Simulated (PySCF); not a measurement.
Consider C₅H₄F₂ (SMILES C=C(F)C#CCF).

```xyz
11

C    -2.3340   -0.5237   -0.1028
C    -1.5339    0.5038    0.0530
F    -2.0671    1.7990   -0.2518
C    -0.1361    0.3231    0.1158
C     1.0600    0.1584    0.2171
C     2.5186   -0.0446    0.0646
F     2.6800   -1.4170    0.2219
H    -1.8675   -1.4742   -0.0125
H    -3.2852   -0.1820   -0.2968
H     3.0348    0.2267   -0.8185
H     3.0803    0.4440    0.8363
```

Geometry: GFN2-xTB, MD frame at 250 fs, 400 K.

Theory: PBE0/pcSseg-1, SCF density, gas phase, non-relativistic in PySCF 2.14.0.

**Predict the electron density and electron localisation function between the atoms.**

C–C (1.21 Å): ρ is about 2.7 e/Å³ halfway; the ELF peaks at about 0.85 between the atoms: a multiple bond.
C–F (1.39 Å): the density is about 2 e/Å³ at the midpoint, with its minimum of 1.6 e/Å³ about 0.5 Å from C; the ELF peaks at about 0.80 between the atoms, as expected for a shared but strongly polarised pair.
C–H (1.03 Å): ρ at the midpoint is about 2.2 e/Å³; the ELF climbs to about 1 towards the hydrogen, as it does in any bond to H (a covalent bond by its length).
C–C (1.31 Å): the density is about 2.4 e/Å³ at the midpoint; the ELF peaks at about 0.95 between the atoms; a multiple bond.

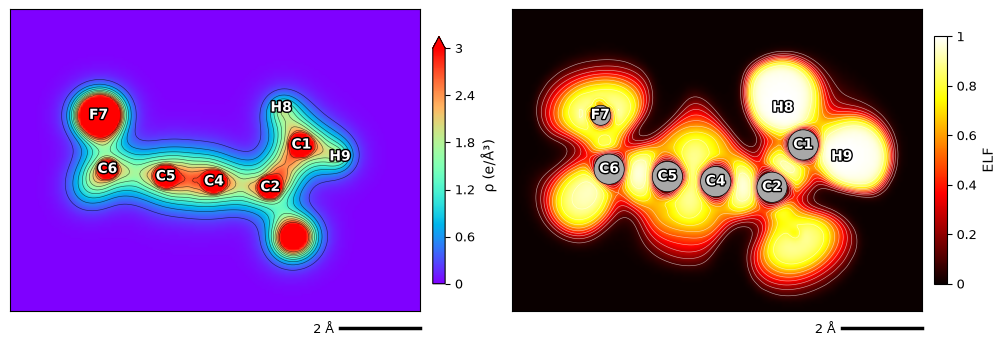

Computed electron density and electron localisation function on the plane of atoms C1, C2 and C4, in this order. Grey discs cover the atomic cores in the ELF map. 
